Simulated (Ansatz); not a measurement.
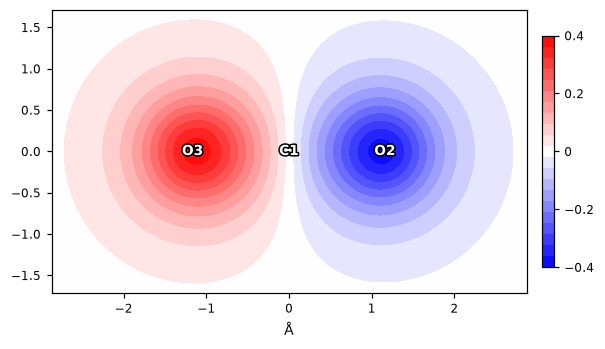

*CO2 (SMILES O=C=O). The HOMO on a plane 0.8 Å above a plane that holds the molecular axis (values in Å⁻³ᐟ²; the overall sign is arbitrary).*

Geometry: B3LYP-D3(BJ)/def2-SVP.

Theory: isolated molecule in a Gaussian basis; Kohn-Sham density functional theory, functional PBE0 (Ansatz 0.2.0).

> Describe this orbital and give its energy.

It lies mainly on O2 (about 45 %), O3 (about 45 %) and C1 (about 10 %); it is gerade (even under inversion); largely a combination of lone pairs on O2 and O3. It is one of a degenerate set, so its orientation is arbitrary. Its energy is −10.72 eV.
